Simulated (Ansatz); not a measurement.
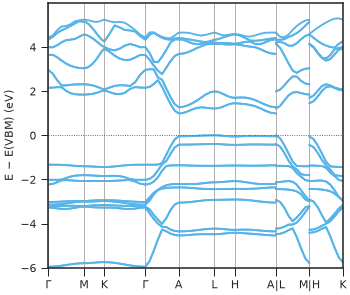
Figure: Band structure from r²SCAN with spin–orbit coupling in the plane-wave PAW code Ansatz

Task: Read off the gap and where the band edges lie.

Result: About 1.0 eV (0.99 eV by a search for the band edges); maximum at L, minimum at A.

The material is Cs$_{2}$PtC$_{2}$ in space group P-3m1 (No. 164; Cs on 2d, Pt on 1a, C on 2c).

The workflow started from a Materials Project entry (that database holds measured and hypothetical structures alike); the Crystallography Open Database files this formula in space group No. 164, but the cells were not matched. Its standing as an ambient phase is unchecked. Symmetry was held in the r²SCAN relaxation; its stability against distortions is not shown here. The run is not spin-polarised.

Potentials: the later of the program's two PAW sets.
